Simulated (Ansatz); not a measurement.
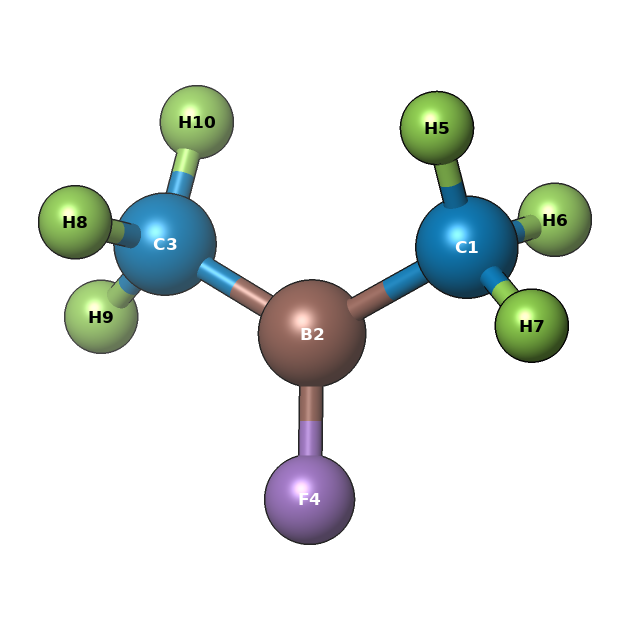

Figure made from data computed with Ansatz.

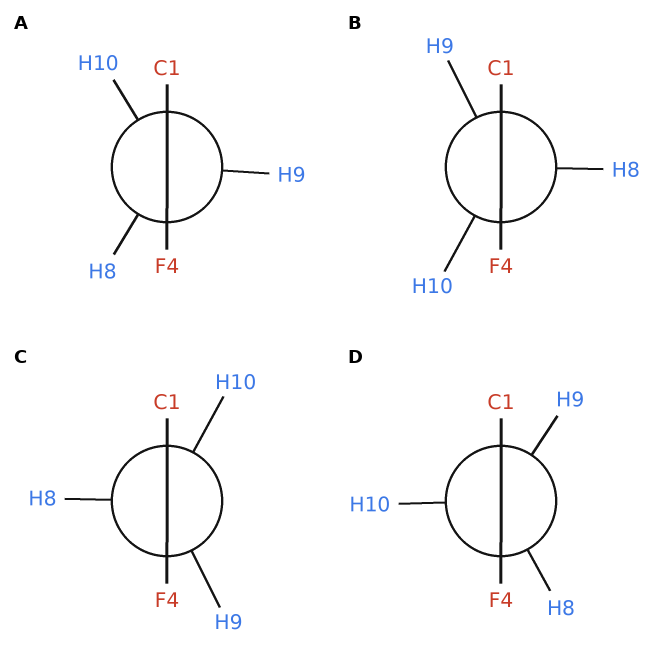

Atoms fade into the background with distance from the viewer. Bonds that would overlap in a projection are set slightly apart. Geometry: moved along internal coordinates away from the minimum.

Which Newman projection shows the view along B2–C3, with B2 in front?

Answer. C. The torsion angle F4–B2–C3–H8 is 91°, about perpendicular.
